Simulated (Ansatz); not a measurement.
```xyz
8

N    -1.3160   -0.1397   -1.0805
C    -0.3492    0.4666   -0.5244
Si    0.6992   -0.4292    0.7662
H    -1.7967    0.4600   -1.7555
H    -0.0962    1.5105   -0.7705
H     0.6355    0.3246    2.0476
H     2.1170   -0.4388    0.3144
H     0.1986   -1.8110    0.9470
```

Geometry: PBE0-D4/def2-TZVP.

The calculation used RKS PBE0-D4/def2-TZVPP (Ansatz 0.2.0).

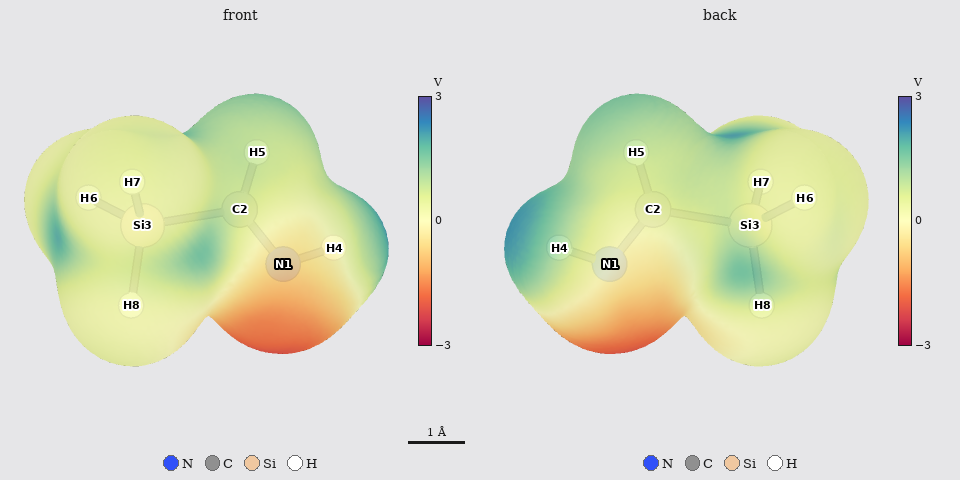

CH$_{5}$NSi (SMILES N=C[SiH3]). The molecular electrostatic potential painted on the density surface at 0.004 e/bohr³, seen from the front and from behind; the colour scale runs from red (negative) to blue (positive).

> Where is the surface potential most negative and most positive?

The most negative region (about −2.0 V, or −46 kcal/mol for a unit charge) lies over N1, the most positive (about +2.2 V, or +51 kcal/mol for a unit charge) over Si3 and H4. N1 is the likeliest acceptor of a hydrogen bond.
